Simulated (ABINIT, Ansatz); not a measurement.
**SrCl2 (Fm-3m): Raman and infrared activity**

Aim: Raman and infrared lines of SrCl2 (Fm-3m).

Main program and level: ABINIT 10.8.3; DFT LDA, scalar-relativistic, plane waves, PseudoDojo norm-conserving pseudopotentials.

### Step 1. Starting point

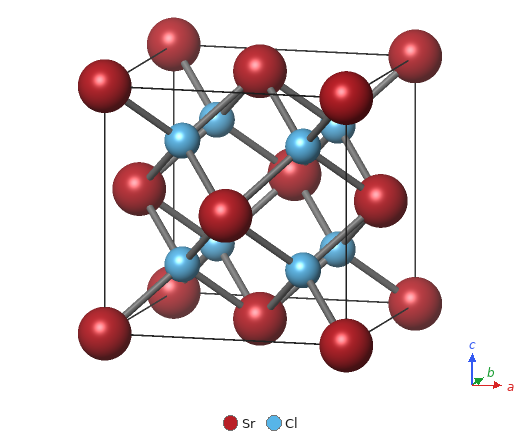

The starting structure, seen slightly off an axis (strontium red, chlorine blue). This picture shows the conventional cell, with its axes. Some periodic images of atoms are drawn too.

### Step 2. Relaxing the cell and atoms

The harmonic expansion needs vanishing forces, and a free crystal bears no stress, so cell and atoms are brought to rest. Stress is more sensitive to the basis than forces are: the last 3 Ha under the cutoff are smoothed with ecutsm, and the cutoff is raised above that of the later runs.

The starting cell comes from a relaxation made beforehand in Ansatz (LDA, PseudoDojo NC).

relax.abi reads:

```
# relaxation
ionmov 2
optcell 2
dilatmx 1.08
ntime 40
tolmxf 1.0d-05
tolvrs 1.0d-14
prtwf 0
prtden 0
chksymtnons 0

# basis, mesh and filling
ecut 35.0
ecutsm 3.0
ngkpt 6 6 6
nshiftk 1
shiftk 0.0 0.0 0.0
istwfk *1
occopt 1
nband 12
nstep 100
diemac 9.0
prtebands 0
prtgsr 0

# cell and atoms
acell 9.085448502 9.085448502 9.085448502
rprim 
    0.0 0.7071067812 0.7071067812
    0.7071067812 0.0 0.7071067812
    0.7071067812 0.7071067812 0.0
ntypat 2
znucl 38 17
natom 3
typat 1 2 2
xred 
    0.0 0.0 0.0
    0.25 0.25 0.25
    0.75 0.75 0.75
pp_dirpath "./pseudo"
pseudos "Sr.upf, Cl.upf"
```

Run with:

```console
$ OMP_NUM_THREADS=1 mpirun -n 4 abinit relax.abi > relax.log
```

Numbers of over 12 decimals in the logs are rounded to 6 here.

relax.abo, the main output file:

```text
[banners, grids, parts of the stress and lines that vanish by symmetry left out]
- input  file    -> relax.abi
- output file    -> relax.abo
- root for input  files -> relaxi
[...]
Symmetries : space group Fm -3 m (#225); Bravais cF (face-center cubic)
[...]
mpw =        6638          nfft =      157464          nkpt =          16
[...]
== DATASET  1 ==================================================================
[...]
cutoff_energies: {ecut:  35.0, pawecutdg:  -1.0, }
[...]
ETOT  1  -67.319737069849    -6.732E+01 9.270E-02 1.005E+02
 ETOT  2  -67.348867475312    -2.913E-02 5.056E-06 1.860E+01
 ETOT  3  -67.351151113235    -2.284E-03 3.416E-05 2.442E-01
 ETOT  4  -67.351165227462    -1.411E-05 3.077E-07 1.307E-02
 ETOT  5  -67.351165452247    -2.248E-07 8.407E-09 4.946E-04
[...]
At SCF step   11       vres2   =  5.22E-15 < tolvrs=  1.00E-14 =>converged.
[...]
sigma(1 1)=  1.72235327E-07  sigma(3 2)=  0.00000000E+00
  sigma(2 2)=  1.72235327E-07  sigma(3 1)=  0.00000000E+00
  sigma(3 3)=  1.72235327E-07  sigma(2 1)=  0.00000000E+00
[...]
convergence: {deltae: -1.307E-12, res2:  5.221E-15, residm:  4.934E-20, diffor: null, }
etotal    :  -6.73511655E+01
[...]
ETOT  1  -67.351165465506    -6.735E+01 5.635E-14 1.233E-05
[...]
At SCF step    8       vres2   =  1.04E-16 < tolvrs=  1.00E-14 =>converged.
[...]
sigma(1 1)=  1.48993219E-07  sigma(3 2)=  0.00000000E+00
  sigma(2 2)=  1.48993219E-07  sigma(3 1)=  0.00000000E+00
  sigma(3 3)=  1.48993219E-07  sigma(2 1)=  0.00000000E+00
[...]
convergence: {deltae: -2.188E-12, res2:  1.040E-16, residm:  1.200E-20, diffor: null, }
etotal    :  -6.73511655E+01
[...]
ETOT  1  -67.351165444982    -6.735E+01 5.770E-12 5.067E-04
[...]
ETOT  7  -67.351165469980    -2.970E-12 5.732E-17 7.915E-13
 ETOT  8  -67.351165469977     3.055E-12 4.864E-19 3.778E-15
 At SCF step    8       vres2   =  3.78E-15 < tolvrs=  1.00E-14 =>converged.
[...]
sigma(1 1)= -6.16817231E-12  sigma(3 2)=  0.00000000E+00
  sigma(2 2)= -6.16817318E-12  sigma(3 1)=  0.00000000E+00
  sigma(3 3)= -6.16817404E-12  sigma(2 1)=  0.00000000E+00
[...]
convergence: {deltae:  3.055E-12, res2:  3.778E-15, residm:  4.864E-19, diffor: null, }
etotal    :  -6.73511655E+01
[...]
At Broyd/MD step   3, gradients are converged :
[...]
sigma(1 1)= -6.16817231E-12  sigma(3 2)=  0.00000000E+00
  sigma(2 2)= -6.16817318E-12  sigma(3 1)=  0.00000000E+00
  sigma(3 3)= -6.16817404E-12  sigma(2 1)=  0.00000000E+00
[...]
- sigma(1 1)= -1.81473895E-07  sigma(3 2)=  0.00000000E+00
- sigma(2 2)= -1.81473920E-07  sigma(3 1)=  0.00000000E+00
- sigma(3 3)= -1.81473946E-07  sigma(2 1)=  0.00000000E+00
[...]
fcart     -0.0000000000E+00 -0.0000000000E+00 -0.0000000000E+00
           strten     -6.1681723097E-12 -6.1681731771E-12 -6.1681740444E-12
================================================================================

[key lines of the parts left out:]
pressure_GPa:   1.8147E-07
Total energy (etotal) [Ha]= -6.73511654699772E+01
```

Elapsed: 48 s, on 4 MPI ranks of Intel Xeon at 2.70GHz, shared host.

Little changed from the start: no atom moved by 0.005 Å and no cell edge by 0.1 %.

This step gave:

```
volume per atom : 26.19 Å³
pressure        : 1.81e-7 GPa
```

### Step 3. Ground state

The response is built on these wavefunctions, so the potential is converged far more tightly than an energy would need. The mesh is shifted off Γ, since shifted meshes converge sums over the zone faster.

gs.abi reads:

```
# ground state
tolvrs 1.0d-16
prtden 1
prtwf 1

# basis, mesh and filling
ecut 28.0
ngkpt 4 4 4
nshiftk 4
shiftk 
    0.5 0.5 0.5
    0.5 0.0 0.0
    0.0 0.5 0.0
    0.0 0.0 0.5
istwfk *1
occopt 1
nband 12
nstep 100
diemac 9.0
prtebands 0
prtgsr 0

# cell and atoms
acell 9.085100651 9.085100651 9.085100651
rprim 
    0.0 0.7071067812 0.7071067812
    0.7071067812 0.0 0.7071067812
    0.7071067812 0.7071067812 0.0
ntypat 2
znucl 38 17
natom 3
typat 1 2 2
xred 
    0.0 0.0 0.0
    0.25 0.25 0.25
    0.75 0.75 0.75
pp_dirpath "./pseudo"
pseudos "Sr.upf, Cl.upf"
```

Run with:

```console
$ OMP_NUM_THREADS=1 mpirun -n 4 abinit gs.abi > gs.log
```

gs.abo, the main output file:

```text
[banners, grids, parts of the stress and lines that vanish by symmetry left out]
- input  file    -> gs.abi
- output file    -> gs.abo
- root for input  files -> gsi
[...]
Symmetries : space group Fm -3 m (#225); Bravais cF (face-center cubic)
[...]
mpw =        3760          nfft =       91125          nkpt =          10
[...]
== DATASET  1 ==================================================================
[...]
cutoff_energies: {ecut:  28.0, pawecutdg:  -1.0, }
[...]
ETOT  1  -67.327616684938    -6.733E+01 2.243E-02 6.172E+01
 ETOT  2  -67.347959031701    -2.034E-02 8.735E-07 1.304E+01
 ETOT  3  -67.350735984856    -2.777E-03 3.752E-05 1.112E-01
 ETOT  4  -67.350745101447    -9.117E-06 1.641E-07 8.193E-03
 ETOT  5  -67.350745435036    -3.336E-07 2.595E-09 3.269E-04
[...]
ETOT 10  -67.350745453202     7.049E-12 3.287E-18 2.899E-14
 ETOT 11  -67.350745453209    -6.708E-12 9.729E-20 9.273E-17
 At SCF step   11       vres2   =  9.27E-17 < tolvrs=  1.00E-16 =>converged.
[...]
sigma(1 1)=  8.29867522E-06  sigma(3 2)=  0.00000000E+00
  sigma(2 2)=  8.29867522E-06  sigma(3 1)=  0.00000000E+00
  sigma(3 3)=  8.29867522E-06  sigma(2 1)=  0.00000000E+00
[...]
convergence: {deltae: -6.708E-12, res2:  9.273E-17, residm:  9.729E-20, diffor: null, }
etotal    :  -6.73507455E+01
[...]
sigma(1 1)=  8.29867522E-06  sigma(3 2)=  0.00000000E+00
  sigma(2 2)=  8.29867522E-06  sigma(3 1)=  0.00000000E+00
  sigma(3 3)=  8.29867522E-06  sigma(2 1)=  0.00000000E+00
[...]
- sigma(1 1)=  2.44155455E-01  sigma(3 2)=  0.00000000E+00
- sigma(2 2)=  2.44155455E-01  sigma(3 1)=  0.00000000E+00
- sigma(3 3)=  2.44155455E-01  sigma(2 1)=  0.00000000E+00
[...]
fcart     -5.4576184499E-32  5.4576184499E-32 -5.4576184499E-32
           strten      8.2986752241E-06  8.2986752241E-06  8.2986752241E-06
================================================================================

[key lines of the parts left out:]
pressure_GPa:  -2.4416E-01
```

Run time: 8.8 s. Hardware: 4 MPI ranks; 34 s of CPU time.

This step gave:

```yaml
pressure: -0.2442 GPa
```

The cell stands at -0.24 GPa: the relaxation ran with a smoothed and higher cutoff and on another k mesh.

### Step 4. Empty bands

Empty bands on the ground state's density check that the gap assumed so far is there in this cell.

gap.abi reads:

```
# empty bands on the ground state's density
iscf -2
getden_filepath "gso_DEN"
tolwfr 1.0d-12
nbdbuf 2
prtwf 0

# basis, mesh and filling
ecut 28.0
ngkpt 6 6 6
nshiftk 1
shiftk 0.0 0.0 0.0
istwfk *1
occopt 1
nband 16
nstep 100
diemac 9.0
prtebands 0
prtgsr 0

# cell and atoms
acell 9.085100651 9.085100651 9.085100651
rprim 
    0.0 0.7071067812 0.7071067812
    0.7071067812 0.0 0.7071067812
    0.7071067812 0.7071067812 0.0
ntypat 2
znucl 38 17
natom 3
typat 1 2 2
xred 
    0.0 0.0 0.0
    0.25 0.25 0.25
    0.75 0.75 0.75
pp_dirpath "./pseudo"
pseudos "Sr.upf, Cl.upf"
```

Run with:

```console
$ OMP_NUM_THREADS=1 mpirun -n 4 abinit gap.abi > gap.log
```

gap.abo, the main output file:

```text
[banners, grids, parts of the stress and lines that vanish by symmetry left out]
- input  file    -> gap.abi
- output file    -> gap.abo
- root for input  files -> gapi
[...]
Symmetries : space group Fm -3 m (#225); Bravais cF (face-center cubic)
[...]
mpw =        3812          nfft =       91125          nkpt =          16
[...]
== DATASET  1 ==================================================================
[...]
cutoff_energies: {ecut:  28.0, pawecutdg:  -1.0, }
[...]
-outvars: echo values of variables after computation
            acell      9.0851006510E+00  9.0851006510E+00  9.0851006510E+00 Bohr
================================================================================
```

It took 10 s on 4 MPI ranks.

Read from the output:

| Property | Result |
| --- | --- |
| gap on the k-mesh | 5.103 eV |

In this cell the gap on the mesh is 5.1 eV, direct, so fixed occupations hold.

### Step 5. Zone-centre response

The derivative of the wavefunctions by k comes first, since the response to a field is built on it; then the field and the displacements that symmetry doesn't supply are solved at q = 0. By the 2n+1 theorem the first-order wavefunctions also give third derivatives: Raman tensors and the non-linear susceptibility.

It reads the wavefunctions written in step 3.

dfpt_gamma.abi reads:

```
ndtset 3

# common to the responses
getwfk_filepath "gso_WFK"
kptopt 2
nqpt 1
qpt 0.0 0.0 0.0
asr 0
chneut 0

# d/dk
rfelfd1 2
rfdir1 1 1 1
iscf1 -3
tolwfr1 1.0d-20

# displacements, field
rfphon2 1
rfatpol2 1 3
rfdir2 1 1 1
rfelfd2 3
getddk2 1
tolvrs2 1.0d-10
prepanl2 1
prtden2 1

# third order
optdriver3 5
getden_filepath3 "gso_DEN"
get1den3 2
get1wf3 2
getddk3 1
d3e_pert1_elfd3 1
d3e_pert1_phon3 1
d3e_pert1_atpol3 1 3
d3e_pert1_dir3 1 1 1
d3e_pert2_elfd3 1
d3e_pert2_dir3 1 1 1
d3e_pert3_elfd3 1
d3e_pert3_dir3 1 1 1
usepead3 1
tolvrs3 1.0d-10

# basis, mesh and filling
ecut 28.0
ngkpt 4 4 4
nshiftk 4
shiftk 
    0.5 0.5 0.5
    0.5 0.0 0.0
    0.0 0.5 0.0
    0.0 0.0 0.5
istwfk *1
occopt 1
nband 12
nstep 100
diemac 9.0
prtebands 0
prtgsr 0

# cell and atoms
acell 9.085100651 9.085100651 9.085100651
rprim 
    0.0 0.7071067812 0.7071067812
    0.7071067812 0.0 0.7071067812
    0.7071067812 0.7071067812 0.0
ntypat 2
znucl 38 17
natom 3
typat 1 2 2
xred 
    0.0 0.0 0.0
    0.25 0.25 0.25
    0.75 0.75 0.75
pp_dirpath "./pseudo"
pseudos "Sr.upf, Cl.upf"
```

Run with:

```console
$ OMP_NUM_THREADS=1 mpirun -n 4 abinit dfpt_gamma.abi > dfpt_gamma.log
```

dfpt_gamma.abo, the main output file:

```text
[banners, grids, parts of the stress and lines that vanish by symmetry left out]
- input  file    -> dfpt_gamma.abi
- output file    -> dfpt_gamma.abo
- root for input  files -> dfpt_gammai
[...]
DATASET    1 : space group Fm -3 m (#225); Bravais cF (face-center cubic)
[...]
nfft =       91125          nkpt =         128
[...]
DATASET    2 : space group Fm -3 m (#225); Bravais cF (face-center cubic)
[...]
nfft =       91125          nkpt =         128
[...]
DATASET    3 : space group Fm -3 m (#225); Bravais cF (face-center cubic)
[...]
mpw =        3760          nfft =       91125          nkpt =         128
[...]
== DATASET  1 ==================================================================
[...]
cutoff_energies: {ecut:  28.0, pawecutdg:  -1.0, }
[...]
- 17.00000   7.00000  180309                  znucl, zion, pspdat
[...]
Perturbation : derivative vs k along direction   1
[...]
-ETOT  1  -16.396783701025     -1.640E+01 5.395E-02 0.000E+00
 ETOT  2  -16.427009759374     -3.023E-02 1.876E-04 0.000E+00
 ETOT  3  -16.427128092017     -1.183E-04 1.163E-06 0.000E+00
 ETOT  4  -16.427128727339     -6.353E-07 8.103E-09 0.000E+00
 ETOT  5  -16.427128731187     -3.847E-09 9.822E-11 0.000E+00
[...]
At SCF step   10   max residual=  9.95E-21 < tolwfr=  1.00E-20 =>converged.
[...]
Perturbation : derivative vs k along direction   2
[...]
-ETOT  1  -16.396783700743     -1.640E+01 5.395E-02 0.000E+00
[...]
At SCF step   10   max residual=  9.95E-21 < tolwfr=  1.00E-20 =>converged.
[...]
Perturbation : derivative vs k along direction   3
[...]
-ETOT  1  -16.396783700462     -1.640E+01 5.395E-02 0.000E+00
[...]
At SCF step   10   max residual=  9.95E-21 < tolwfr=  1.00E-20 =>converged.
[...]
1        1       1.3476945738   -0.0000000000
     1        2       0.6738472869    0.0000000000
     1        3       0.6738472869   -0.0000000000
     2        1       0.6738472869    0.0000000000
     2        2       1.3476945738    0.0000000000
     2        3       0.6738472869    0.0000000000
     3        1       0.6738472869   -0.0000000000
     3        2       0.6738472869    0.0000000000
     3        3       1.3476945738   -0.0000000000
[...]
== DATASET  2 ==================================================================
[...]
cutoff_energies: {ecut:  28.0, pawecutdg:  -1.0, }
[...]
Perturbation : displacement of atom   1   along direction   1
[...]
-ETOT  1   4.525375     -2.054E+03 1.017E+01 6.548E+02
[...]
At SCF step   10       vres2   =  1.62E-11 < tolvrs=  1.00E-10 =>converged.
[...]
Perturbation : displacement of atom   2   along direction   1
[...]
-ETOT  1   3.864278     -1.021E+03 1.262E+00 2.070E+03
[...]
At SCF step   11       vres2   =  1.22E-11 < tolvrs=  1.00E-10 =>converged.
[...]
Perturbation : homogeneous electric field along direction   1
[...]
-ETOT  1  -54.819261664682     -5.482E+01 4.544E-01 2.459E+04
[...]
At SCF step   11       vres2   =  1.88E-11 < tolvrs=  1.00E-10 =>converged.
[...]
Perturbation : homogeneous electric field along direction   2
[...]
-ETOT  1  -54.819261664065     -5.482E+01 4.544E-01 2.459E+04
[...]
At SCF step   11       vres2   =  1.88E-11 < tolvrs=  1.00E-10 =>converged.
[...]
Perturbation : homogeneous electric field along direction   3
[...]
-ETOT  1  -54.819261663447     -5.482E+01 4.544E-01 2.459E+04
[...]
ETOT 10  -64.440741114959     -7.120E-12 2.086E-14 9.479E-10
 ETOT 11  -64.440741114959     -9.948E-14 7.923E-16 1.879E-11
 At SCF step   11       vres2   =  1.88E-11 < tolvrs=  1.00E-10 =>converged.
[...]
Dielectric tensor, in cartesian coordinates,
[...]
1    5   1    5         3.1286519151        -0.0000000000
   1    5   2    5        -0.0000000000        -0.0000000000
   1    5   3    5        -0.0000000000        -0.0000000000
   2    5   1    5        -0.0000000000        -0.0000000000
   2    5   2    5         3.1286519151        -0.0000000000
   2    5   3    5        -0.0000000000        -0.0000000000
   3    5   1    5        -0.0000000000        -0.0000000000
   3    5   2    5        -0.0000000000        -0.0000000000
   3    5   3    5         3.1286519151        -0.0000000000
  Effective charges, in cartesian coordinates,
[...]
1    1   1    5         2.4882563087         0.0000000000
   2    1   1    5         0.0000000000         0.0000000000
   3    1   1    5        -0.0000000000         0.0000000000
   1    2   1    5        -1.2436752597         0.0000000000
   2    2   1    5        -0.0000000000         0.0000000000
[...]
Effective charges, in cartesian coordinates,
[...]
2    5   1    3         0.0000000000         0.0000000000
   3    5   1    3         0.0000000000         0.0000000000
   1    5   2    3        -0.0000000000         0.0000000000
   2    5   2    3        -1.2436752527         0.0000000000
   3    5   2    3        -0.0000000000         0.0000000000
   1    5   3    3         0.0000000000         0.0000000000
   2    5   3    3         0.0000000000         0.0000000000
   3    5   3    3        -1.2436752527         0.0000000000
  Phonon wavevector (reduced coordinates) :  0.00000  0.00000  0.00000
 Phonon energies in Hartree :
[...]
Phonon frequencies in cm-1    :
-  2.744388E-01  2.744391E-01  2.744398E-01  1.553950E+02  1.553950E+02
-  1.553950E+02  1.915818E+02  1.915818E+02  1.915818E+02
  Phonon at Gamma, with non-analyticity in the
[...]
Phonon energies in Hartree :
[...]
Phonon frequencies in cm-1    :
-  2.744388E-01  2.744391E-01  2.752532E-01  1.553950E+02  1.553950E+02
-  1.915818E+02  1.915818E+02  1.915818E+02  2.361296E+02
  Phonon at Gamma, with non-analyticity in the
[...]
Phonon energies in Hartree :
[...]
Phonon frequencies in cm-1    :
-  2.744388E-01  2.744398E-01  2.752524E-01  1.553950E+02  1.553950E+02
-  1.915818E+02  1.915818E+02  1.915818E+02  2.361296E+02
  Phonon at Gamma, with non-analyticity in the
[...]
Phonon energies in Hartree :
[...]
Phonon frequencies in cm-1    :
-  2.744391E-01  2.744398E-01  2.752522E-01  1.553950E+02  1.553950E+02
-  1.915818E+02  1.915818E+02  1.915818E+02  2.361296E+02
[...]
== DATASET  3 ==================================================================
[...]
cutoff_energies: {ecut:  28.0, pawecutdg:  -1.0, }
[...]
j1 : displacement of atom   2 along direction   1
[...]
j2 : displacement of atom   2 along direction   1
[...]
j2 : displacement of atom   2 along direction   1
[...]
1          1       -0.000000000       -0.000000000       -0.000000000
[...]
1          2       -0.000000000       -0.000000000       -0.000000000
[...]
1          3       -0.000000000       -0.000000000       -0.000000000
[...]
2          1        0.000000000       -0.000000000       -0.000000000
[...]
2          2       -0.000000000        0.000000000       -0.011427587
[...]
2          3        0.000000000       -0.011427587        0.000000000
[...]
3          1       -0.000000000        0.000000000        0.000000000
[...]
3          2        0.000000000       -0.000000000        0.011427587
[...]
3          3       -0.000000000        0.011427587       -0.000000000
[...]
strten2     0.0000000000E+00  0.0000000000E+00  0.0000000000E+00
           strten3     0.0000000000E+00  0.0000000000E+00  0.0000000000E+00
================================================================================
```

Wall time 9 min (4 MPI ranks).

This step gave:

```
miss of the charge sum rule                                       : 9.06e-4 e
largest acoustic frequency at the zone centre before the sum rule : 0.27 cm⁻¹
highest optical zone-centre mode (no LO-TO term)                  : 191.6 cm⁻¹
lowest optical zone-centre mode                                   : 155.4 cm⁻¹
mean high-frequency dielectric constant                           : 3.129
largest Born charge in size (third of the trace)                  : 2.488 e
```

Born charge (rows field, columns displacement), before the sum rule (e), principal values of the symmetric part by kind of site:

```
atom  atoms with these values    low  middle   high   mean
 Sr1                        1   2.49    2.49   2.49   2.49
 Cl2                        2  -1.24   -1.24  -1.24  -1.24
```

In full for Cl2:

```
-1.24  0.00  0.00
 0.00 -1.24  0.00
 0.00  0.00 -1.24
```

High-frequency dielectric tensor:

```
3.13 0.00 0.00
0.00 3.13 0.00
0.00 0.00 3.13
```

The acoustic modes at Γ come out as far as 0.3 cm⁻¹ from zero, where they should vanish, a small numerical error; the Born charges miss their sum rule by 9.1e-4 e, which is good.

[end of part 1 of 3]

[Host names and launcher messages were left out of these logs when they were recorded.]

[Logs are printed without paths, hosts, clocks, repeated set-up lines and the standing remarks that a program may print on its own settings, such as how far it seeks lower states.]

[Hosts, paths, dates, database ids (printed as entryN), source tags and the programs' standing remarks are cut or masked in the printed files.]
